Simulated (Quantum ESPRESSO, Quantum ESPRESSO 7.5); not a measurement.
# Pb(100): thickness series by an ASE script

Wanted: a thickness series of Pb(100), driven from Python.

Main program and level: Quantum ESPRESSO 7.5; plane-wave DFT, PBE, GBRV ultrasoft pseudopotentials.

**Measured values to reproduce.**

“Anisotropic work function of elemental crystals” (2019, arxiv:1902.07811) quotes from earlier work for Pb (polycrystalline sample, no single face): work function, loosely compared (polycrystalline sample, no single face) 4.25 eV.

### 1. Starting point

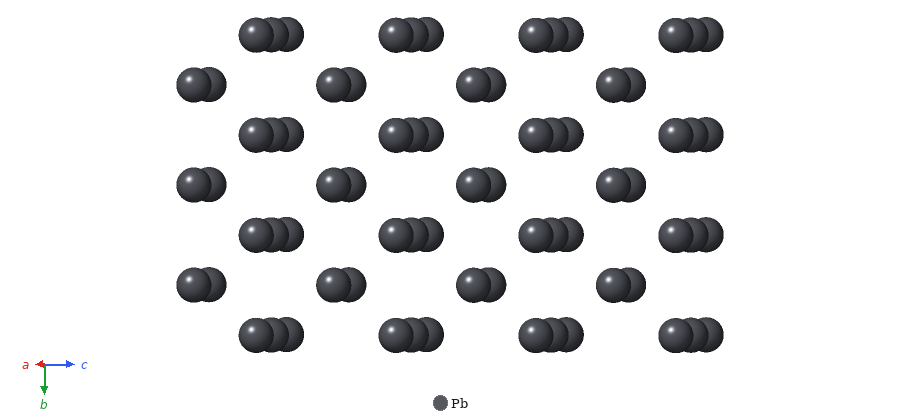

The starting structure, seen from the side, with the c axis across the page (lead dark grey). 2×3×1 cells are drawn. Some periodic images of atoms are drawn too.

The cell holds 8 atoms: 8 Pb. Its edges and angles: a = 3.500 Å, b = 3.500 Å, c = 32.325 Å, α = 90.0°, β = 90.0°, γ = 90.0°. It derives from Pb. Vacuum lies along c.

Structure file:

```
CELL_PARAMETERS angstrom
3.50018 0.00000 0.00000
0.00000 3.50018 0.00000
0.00000 0.00000 32.32500
ATOMIC_POSITIONS crystal
Pb 0.50000 0.50000 0.23202
Pb 0.00000 0.00000 0.30858
Pb 0.50000 0.50000 0.38515
Pb 0.00000 0.00000 0.46172
Pb 0.50000 0.50000 0.53828
Pb 0.00000 0.00000 0.61485
Pb 0.50000 0.50000 0.69142
Pb 0.00000 0.00000 0.76798
```

### 2. The script

ASE writes the inputs, starts pw.x and reads the results. Under ESM bc1 the zero of energy of a symmetric slab is the vacuum, so the work function is minus the Fermi level.

The input, run.py:

```python
import json
import numpy as np
from ase.build import fcc100
from ase.calculators.espresso import Espresso, EspressoProfile

profile = EspressoProfile(command='mpirun -n 4 pw.x -nk 4', pseudo_dir='../pseudo')
pseudopotentials = {'Pb': 'pb_pbe_v1.uspp.F.UPF'}
system = {'ecutwfc': 40, 'ecutrho': 200, 'occupations': 'smearing', 'smearing': 'mv', 'degauss': 0.02}


def calculator(name, kpts, **extra):
    data = dict(control=dict(tprnfor=True, verbosity='high', disk_io='none'),
                system=system | extra,
                electrons=dict(conv_thr=1e-07, mixing_beta=0.4, mixing_mode='local-TF',
                               electron_maxstep=100))
    return Espresso(profile=profile, directory=name, pseudopotentials=pseudopotentials, kpts=kpts, input_data=data)


def centre(atoms):
    z = atoms.positions[:, 2]
    atoms.positions[:, 2] -= (z.max() + z.min()) / 2  # ESM wants the slab about z = 0
    return atoms


rows = []
for n in [3, 4, 5, 6, 7, 8]:
    slab = centre(fcc100('Pb', size=(1, 1, n), a=4.95, vacuum=7.5, periodic=True))
    slab.set_initial_magnetic_moments([0.0] * n)
    slab.calc = calculator(f'n{n}', (8, 8, 1), assume_isolated='esm', esm_bc='bc1')
    energy = slab.get_potential_energy()
    work = -slab.calc.get_fermi_level()
    force = slab.get_forces()[-1, 2]
    rows.append([n, energy, work, force])
    print(f'{n} layers: E = {energy:.5f} eV, work function {work:.3f} eV, force on the top atom {force:+.3f} eV/A')

n, energy = np.array(rows)[:, :2].T
slope, offset = np.polyfit(n[1:], energy[1:], 1)
area = np.linalg.norm(np.cross(*slab.cell[:2]))
gamma = offset / (2 * area) * 16.0218
print(f'bulk energy from the slope {slope:.5f} eV an atom; unrelaxed surface energy {gamma:.3f} J/m^2')
json.dump(dict(rows=rows, slope=slope, gamma=gamma), open('result.json', 'w'))
```

Run with:

```sh
OMP_NUM_THREADS=1 python run.py
```

Log:

```text
3 layers: E = -6699.83691 eV, work function 3.724 eV, force on the top atom +0.026 eV/A
4 layers: E = -8933.35133 eV, work function 3.752 eV, force on the top atom -0.116 eV/A
5 layers: E = -11166.79504 eV, work function 3.705 eV, force on the top atom -0.143 eV/A
6 layers: E = -13400.24047 eV, work function 3.759 eV, force on the top atom -0.174 eV/A
7 layers: E = -15633.74442 eV, work function 3.771 eV, force on the top atom -0.090 eV/A
8 layers: E = -17867.23113 eV, work function 3.735 eV, force on the top atom -0.163 eV/A
bulk energy from the slope -2233.47090 eV an atom; unrelaxed surface energy 0.362 J/m^2
```

Run time: 16 min. Hardware: 4 MPI ranks of Arm Neoverse V2, shared host; peak memory 1.3 GiB.

The input that ASE wrote for the first run, and its log:

```
&CONTROL
   verbosity        = 'high'
   tprnfor          = .true.
   disk_io          = 'none'
   pseudo_dir       = '../pseudo'
/
&SYSTEM
   ecutwfc          = 40
   ecutrho          = 200
   occupations      = 'smearing'
   degauss          = 0.02
   smearing         = 'mv'
   assume_isolated  = 'esm'
   esm_bc           = 'bc1'
   ntyp             = 1
   nat              = 3
   ibrav            = 0
/
&ELECTRONS
   electron_maxstep = 100
   conv_thr         = 1e-07
   mixing_mode      = 'local-TF'
   mixing_beta      = 0.4
/
&IONS
/
&CELL
/
&FCP
/
&RISM
/
ATOMIC_SPECIES
Pb 207.2 pb_pbe_v1.uspp.F.UPF

K_POINTS automatic
8 8 1  0 0 0

CELL_PARAMETERS angstrom
3.50017856687341 0.00000000000000 0.00000000000000
0.00000000000000 3.50017856687341 0.00000000000000
0.00000000000000 0.00000000000000 19.95000000000000

ATOMIC_POSITIONS angstrom
Pb 0.0000000000 0.0000000000 -2.4750000000  
Pb 1.7500892834 1.7500892834 0.0000000000  
Pb 0.0000000000 0.0000000000 2.4750000000
```

```text
Program PWSCF v.7.5 starts
[citation notice left out]

     Parallel version (MPI & OpenMP), running on       4 processor cores
     Number of MPI processes:                 4
     Threads/MPI process:                     1

     MPI processes distributed on     1 nodes
[... 1 line left out ...]

Warning: card &CELL ignored
Warning: card &FCP ignored
Warning: card &RISM ignored

     Current dimensions of program PWSCF are:
     Max number of different atomic species (ntypx) = 10
     Max number of k-points (npk) =  40000
     Max angular momentum in pseudopotentials (lmaxx) =  4
     Message from routine setup:
     using ibrav=0 with symmetry is DISCOURAGED, use correct ibrav instead

     K-points division:     npool     =       4
     Subspace diagonalization in iterative solution of the eigenvalue problem:
     a serial algorithm will be used

     G-vector sticks info
     --------------------
     sticks:   dense  smooth     PW     G-vecs:    dense   smooth      PW
     Sum         697     553    177                78617    56391    9595

     Using Slab Decomposition

     bravais-lattice index     =            0
     lattice parameter (alat)  =       6.6144  a.u.
     unit-cell volume          =    1649.3769 (a.u.)^3
     number of atoms/cell      =            3
     number of atomic types    =            1
     number of electrons       =        42.00
     number of Kohn-Sham states=           25
     kinetic-energy cutoff     =      40.0000  Ry
     charge density cutoff     =     200.0000  Ry
     scf convergence threshold =      1.0E-07
     mixing beta               =       0.4000
     number of iterations used =            8  local-TF  mixing
     Exchange-correlation= SLA  PW   PBE  PBE
                           (   1   4   3   4   0   0   0)

     Effective Screening Medium Method
     =================================
     Boundary Conditions: Vacuum-Slab-Vacuum
     total charge in unit cell        =   0.0000
     grid points for fit at edges     =        4

[... 10 lines left out ...]
     PseudoPot. # 1 for Pb read from file:
     ../pseudo/pb_pbe_v1.uspp.F.UPF
     Pseudo is Ultrasoft + core correction, Zval = 14.0
     Generated by new atomic code, or converted to UPF format
     Using radial grid of  899 points,  6 beta functions with:
                l(1) =   0
                l(2) =   0
                l(3) =   1
                l(4) =   1
                l(5) =   2
                l(6) =   2
     Q(r) pseudized with  6 coefficients,  rinner =    1.000   1.000   1.000
                                                       1.000   1.000

     atomic species   valence    mass     pseudopotential
     Pb               14.00   207.20000     Pb( 1.00)

     16 Sym. Ops., with inversion, found

                                    s                        frac. trans.

      isym =  1     identity

 cryst.   s( 1) = (     1          0          0      )
[... 524 lines left out ...]
   -13.5281 -11.5442  -5.9869  -3.4471  -1.0195  -1.0185  -0.9487  -0.5168
     0.5861

     occupation numbers
     1.0000   1.0000   1.0000   1.0000   1.0000   1.0000   1.0000   1.0000
     1.0000   1.0000   1.0000   1.0000   1.0000   1.0000   1.0000   1.0000
     1.0000   1.0000   1.0000   0.0279   0.0000   0.0000   0.0000   0.0000
     0.0000

[... 140 lines left out ...]

     the Fermi energy is    -3.7236 ev

!    total energy              =    -492.42897322 Ry
     estimated scf accuracy    <       0.00000008 Ry
     smearing contrib. (-TS)   =      -0.00088858 Ry
     internal energy E=F+TS    =    -492.42808464 Ry

     The total energy is F=E-TS. E is the sum of the following terms:
     one-electron contribution =    2186.59377953 Ry
     hartree contribution      =   -1084.12047676 Ry
     xc contribution           =    -190.04756786 Ry
     ewald contribution        =   -1404.85381955 Ry

     convergence has been achieved in  17 iterations

     negative rho (up, down):  4.954E-02 0.000E+00

     Forces acting on atoms (cartesian axes, Ry/au):

     atom    1 type  1   force =     0.00000000    0.00000000   -0.00099291
     atom    2 type  1   force =     0.00000000    0.00000000    0.00000000
     atom    3 type  1   force =     0.00000000    0.00000000    0.00099291
     The non-local contrib.  to forces
     atom    1 type  1   force =     0.00000000    0.00000000    0.13695063
     atom    2 type  1   force =     0.00000000    0.00000000    0.00000000
     atom    3 type  1   force =     0.00000000    0.00000000   -0.13695063
     The ionic contribution  to forces
     atom    1 type  1   force =    -0.00000000   -0.00000000 -110.40851187
     atom    2 type  1   force =     0.00000000    0.00000000    0.00000000
     atom    3 type  1   force =    -0.00000000   -0.00000000  110.40851187
     The local contribution  to forces
     atom    1 type  1   force =    -0.00000000   -0.00000000  110.26630703
     atom    2 type  1   force =     0.00000000    0.00000000    0.00001684
     atom    3 type  1   force =    -0.00000000   -0.00000000 -110.26627335
     The core correction contribution to forces
     atom    1 type  1   force =     0.00000000    0.00000000    0.00376146
     atom    2 type  1   force =     0.00000000    0.00000000    0.00000000
     atom    3 type  1   force =     0.00000000    0.00000000   -0.00376146
     The Hubbard contrib.    to forces
     atom    1 type  1   force =     0.00000000    0.00000000    0.00000000
     atom    2 type  1   force =     0.00000000    0.00000000    0.00000000
     atom    3 type  1   force =     0.00000000    0.00000000    0.00000000
     The SCF correction term to forces
     atom    1 type  1   force =    -0.00000001    0.00000001    0.00051665
     atom    2 type  1   force =    -0.00000002   -0.00000002   -0.00000006
     atom    3 type  1   force =    -0.00000001   -0.00000004   -0.00051670

     Total force =     0.001404     Total SCF correction =     0.000731
     SCF correction compared to forces is large: reduce conv_thr to get better values
     Message from routine punch:
     Nothing written, as per user request (disk_io='none')

[... 1 line left out ...]

[... 1 line left out ...]

[... 1 line left out ...]

[... 3 lines left out ...]

[... 1 line left out ...]

[... 2 lines left out ...]

[... 1 line left out ...]

[... 1 line left out ...]

=------------------------------------------------------------------------------=
   JOB DONE.
=------------------------------------------------------------------------------=
```

Numbers from this step:

```
surface energy                     : 0.3615 J/m²
work function of the thickest slab : 3.735 eV
```

The work function by layers:

```tsv
layers	work function (eV)
3.00	3.72
4.00	3.75
5.00	3.71
6.00	3.76
7.00	3.77
8.00	3.73
```

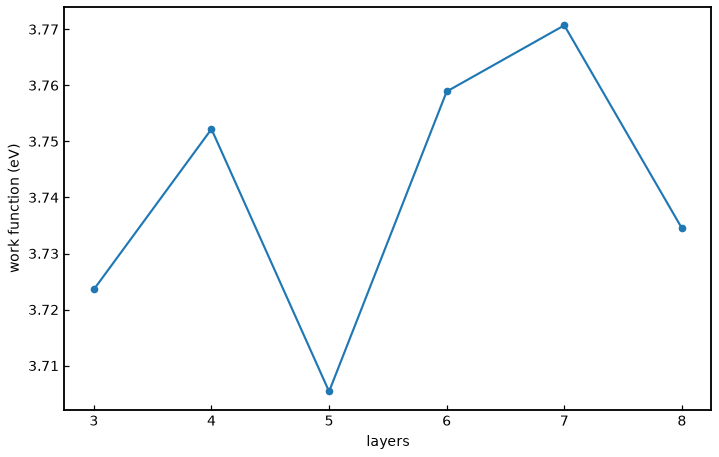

Work function, plotted against layers.

The force on the top atom along the normal by layers:

```tsv
layers	force on the top atom along the normal (eV/Å)
3.00	0.0255
4.00	-0.116
5.00	-0.143
6.00	-0.174
7.00	-0.0897
8.00	-0.163
```

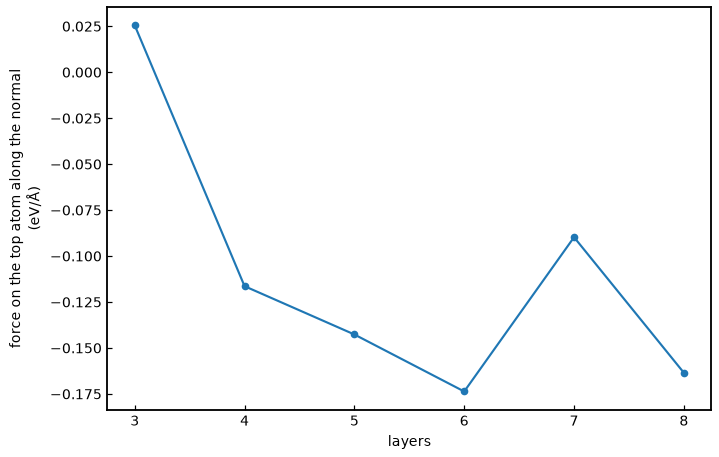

Force on the top atom along the normal against layers.

The energy less the bulk line's slope by layers:

```tsv
layers	energy less the bulk line's slope (meV)
3.00	576
4.00	532
5.00	559
6.00	585
7.00	552
8.00	536
```

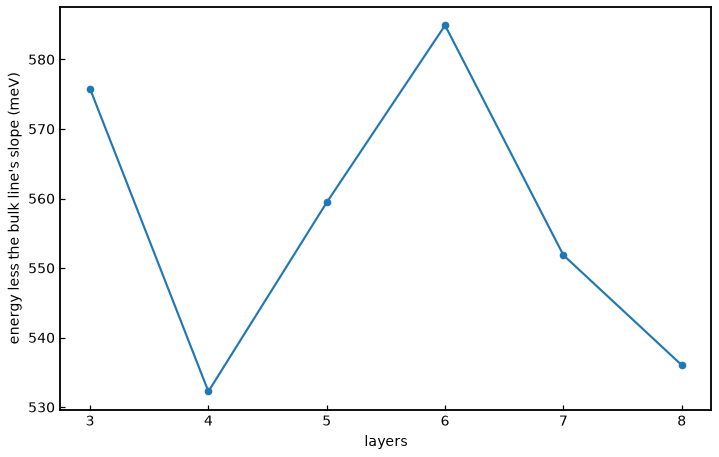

Energy less the bulk line's slope, plotted against layers.

### 3. Running the series: LDA, GBRV ultrasoft

Level of this step: plane-wave DFT, LDA, GBRV ultrasoft pseudopotentials (Quantum ESPRESSO 7.5).

run.py, as its differences from the input of step 2:

```diff
@@ -6,3 +6,3 @@
 profile = EspressoProfile(command='mpirun -n 4 pw.x -nk 4', pseudo_dir='../pseudo')
-pseudopotentials = {'Pb': 'pb_pbe_v1.uspp.F.UPF'}
+pseudopotentials = {'Pb': 'pb_lda_v1.uspp.F.UPF'}
 system = {'ecutwfc': 40, 'ecutrho': 200, 'occupations': 'smearing', 'smearing': 'mv', 'degauss': 0.02}
```

Run with:

```sh
OMP_NUM_THREADS=1 python run.py
```

Log:

```text
3 layers: E = -6694.28388 eV, work function 4.048 eV, force on the top atom -0.318 eV/A
4 layers: E = -8926.06203 eV, work function 4.067 eV, force on the top atom -0.445 eV/A
5 layers: E = -11157.77593 eV, work function 4.028 eV, force on the top atom -0.456 eV/A
6 layers: E = -13389.49067 eV, work function 4.074 eV, force on the top atom -0.515 eV/A
7 layers: E = -15621.26017 eV, work function 4.088 eV, force on the top atom -0.414 eV/A
8 layers: E = -17853.01610 eV, work function 4.058 eV, force on the top atom -0.498 eV/A
bulk energy from the slope -2231.73924 eV an atom; unrelaxed surface energy 0.598 J/m^2
```

It took 16 min on 4 MPI ranks; peak memory 1.3 GiB.

Read from the output:

| Property | Result |
| --- | --- |
| surface energy | 0.5979 J/m² |
| work function of the thickest slab | 4.058 eV |

Table of work function by layers:

```tsv
layers	work function (eV)
3.00	4.05
4.00	4.07
5.00	4.03
6.00	4.07
7.00	4.09
8.00	4.06
```

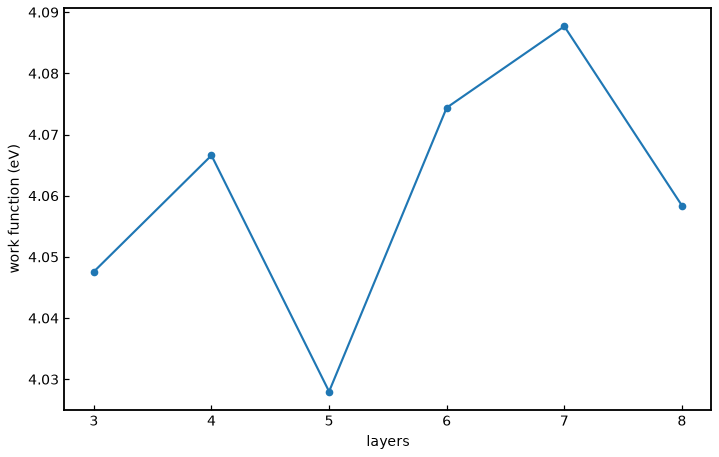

Work function against layers.

Force on the top atom along the normal against layers:

```tsv
layers	force on the top atom along the normal (eV/Å)
3.00	-0.318
4.00	-0.445
5.00	-0.456
6.00	-0.515
7.00	-0.414
8.00	-0.498
```

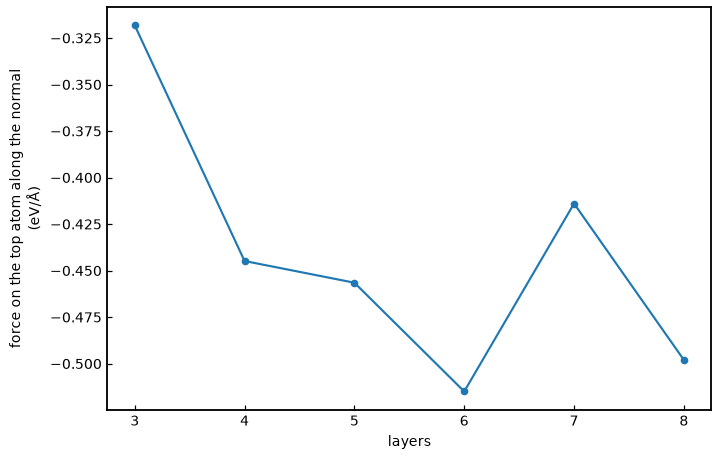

Force on the top atom along the normal, plotted against layers.

Table of energy less the bulk line's slope by layers:

```tsv
layers	energy less the bulk line's slope (meV)
3.00	934
4.00	895
5.00	920
6.00	945
7.00	914
8.00	898
```

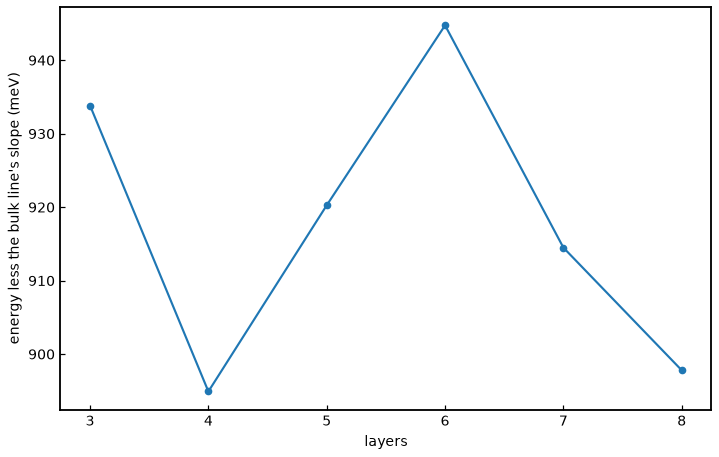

Energy less the bulk line's slope, plotted against layers.

### 4. A check by hand

γ = (E_N − N e_bulk)/(2A). The excess of the thickest slab is 0.536 eV and A = 12.251 Å²: 0.536/(2 × 12.251) × 16.02 = 0.35 J/m² (1 eV/Å² = 16.02 J/m²); the fit's intercept gives 0.36.

### 5. Results

```json
{
 "work function of the thickest slab, PBE, GBRV ultrasoft": "3.73 eV",
 "unrelaxed surface energy, PBE, GBRV ultrasoft": "0.36 J/m²",
 "work function of the thickest slab, LDA, GBRV ultrasoft": "4.06 eV",
 "unrelaxed surface energy, LDA, GBRV ultrasoft": "0.60 J/m²"
}
```

**Reading.** The thickest slab gives a work function of 3.73 eV and the series an unrelaxed surface energy of 0.36 J/m² (PBE, GBRV ultrasoft). The work function swings by 0.07 eV over 3 to 8 layers and by 0.04 eV over the last step; confined states crossing the Fermi level and the finite mesh both contribute. From 3 layers on it stays within 0.1 eV. The force on the top atom of the thickest slab points inwards (0.16 eV/Å). The slabs are cut from the bulk at the tabulated lattice constant and not relaxed; the surface energy comes from a straight line through the energies of all but the thinnest slab. Spin-orbit coupling is left out; depending on the atoms that carry the levels of interest, it can split and shift them by tenths of an eV to an eV or more.

Computed beside measured:

```
                                                                     quantity  measured        PBE, GBRV        LDA, GBRV
work function, loosely compared (polycrystalline sample, no single face) (eV)      4.25  3.73 (-0.52 eV)  4.06 (-0.19 eV)
```

Measured values from arxiv:1902.07811 (2019).

How well it matches: A polycrystal averages over faces, so this is a loose comparison.

[Logs are printed without paths, hosts, clocks, repeated set-up lines and the standing remarks that a program may print on its own settings, such as how far it seeks lower states.]

[Hosts, paths, dates, database ids (printed as entryN), source tags and the programs' standing remarks are cut or masked in the printed files.]

[Maps of the electrostatic potential energy from Ansatz leave out the sawtooth potential of an applied field or a dipole correction, so their vacuum need not be flat; planar profiles and work functions include it.]
